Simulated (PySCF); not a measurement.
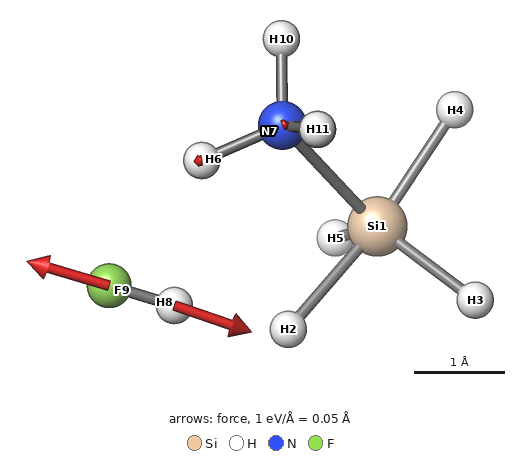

Starting geometry of SiNH8F (started from a transition state, displaced along its imaginary mode) with the computed forces as red arrows. A ball-and-stick model, seen at a tilt.

All numbers below come from PySCF 2.14.0, RKS PBE0-D4/def2-TZVP, density fitting. 

Is this structure relaxed? If not, where do the atoms go?

Answer. It isn't relaxed: the largest force vector, on F9, is 19.47 eV/Å. The final displacements have little in common with the starting forces (cosine between the two patterns −0.16). The largest move after the best rigid fit is that of H6, 1.80 Å. By element the largest moves are H 1.80 Å, N 1.16 Å, Si 1.11 Å, F 0.74 Å. Some distances before and after: Si1–N7 1.960 → 4.125 Å, H8–F9 0.763 → 0.968 Å, Si1–H2 1.591 → 1.480 Å, Si1–H4 1.575 → 1.487 Å. Bonds break, among them: Si1–N7 (1.96 → 4.13 Å). Bond angles that change, for instance: H2–Si1–H4 167.8° → 110.8°, H2–Si1–H3 86.0° → 108.7°, H2–Si1–H5 91.1° → 111.9°. Over 81 geometry steps the energy falls by 2.952 eV. Cost: 10 min on 4 threads of Arm Neoverse V2 (shared host).
